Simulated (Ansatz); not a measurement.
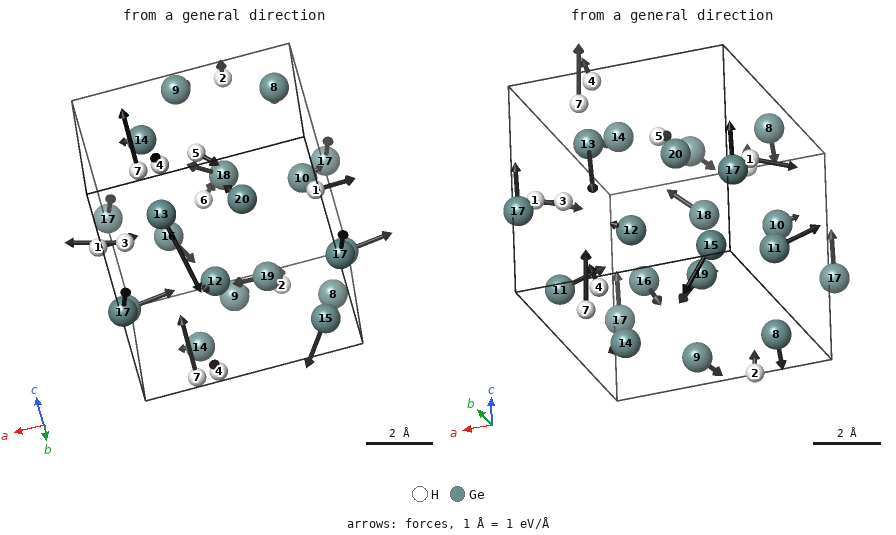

An orthographic spheres-only view of the structure, from two general directions. Lines trace the edges of the simulation cell. The arrows are the computed forces on the atoms.

System: Ge13H7. Calculation details: DFT PBE, scalar-relativistic, plane waves, PAW (Ansatz); an energy cutoff of 420 eV, k-points on a 4×3×3 grid, Fermi-Dirac smearing of 0.26 eV, no spin polarisation.

Would an optimiser stop at this geometry?

No. The atoms still feel forces of up to about 2.3 eV/Å, far above a usual threshold of 0.01 to 0.03 eV/Å.

On which atom is the force largest?

Ge13, about 2.3 eV/Å.

The structure was taken from a structure type filled with these elements by a generator (whether the compound takes this form wasn't checked). Earlier steps of the study may have refined or changed the cell and positions. A calculation with Ansatz used it as input.
